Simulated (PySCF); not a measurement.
Molecule: C₄H₈GeO, SMILES C=C1C[C@H]1[O][GeH3], singlet.

```xyz
14

C     -1.3734     1.4954     0.3366
C     -1.0578     0.2486     0.5835
C     -1.1845    -1.1741     0.2484
C     -0.1818    -0.6937     1.2821
O      1.1860    -0.7460     1.0300
Ge     2.0370     0.0978    -0.2456
H     -2.1200     1.7602    -0.3958
H     -0.9164     2.3082     0.8798
H     -2.0457    -1.7279     0.5939
H     -0.8040    -1.5050    -0.7094
H     -0.3783    -0.9334     2.3235
H      3.4010    -0.4561    -0.0314
H      1.4734    -0.2584    -1.5944
H      1.9638     1.5840    -0.0434
```

Vertical TDDFT excitations, PBE0/def2-SVPD with PySCF, at a GFN2-xTB geometry (no frequency check), gas phase.

What does its absorption spectrum look like?

The lowest singlet lies at 5.34 eV (232 nm, f = 0.008); the brightest of the first 6 is S5 at 6.93 eV (179 nm), f = 0.211, mainly HOMO−1 → LUMO (55 %). No singlet lies below 3.1 eV (beyond 400 nm), so at this level no vertical transition falls in the visible.


```csv
state,E (eV),λ (nm),f,main character
S1,5.34,232,0.008,HOMO → LUMO (94 %)
S2,6.00,207,0.004,HOMO−2 → LUMO (62 %)
S3,6.37,195,0.002,HOMO → LUMO+1 (87 %)
S4,6.73,184,0.002,HOMO → LUMO+2 (88 %)
S5,6.93,179,0.211,HOMO−1 → LUMO (55 %)
S6,7.19,172,0.037,HOMO−1 → LUMO+1 (66 %)
```

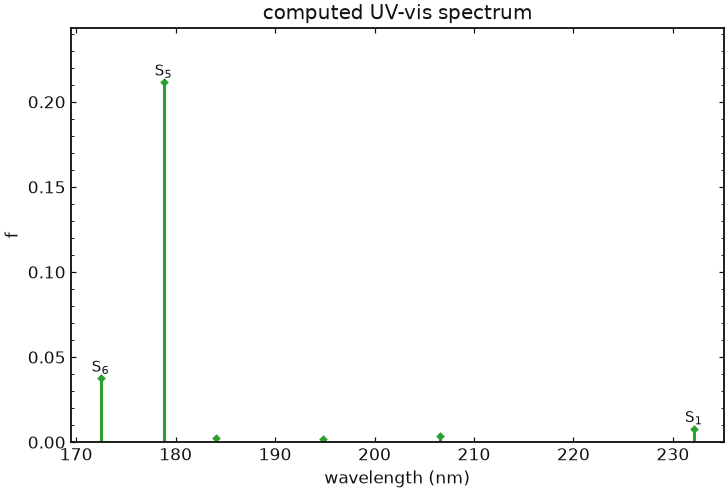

Only the first 6 singlet excitations are included.

Note: the tight-binding geometry is rougher than a DFT one and adds to the error; one conformer of a flexible molecule; core orbitals are frozen in the response.
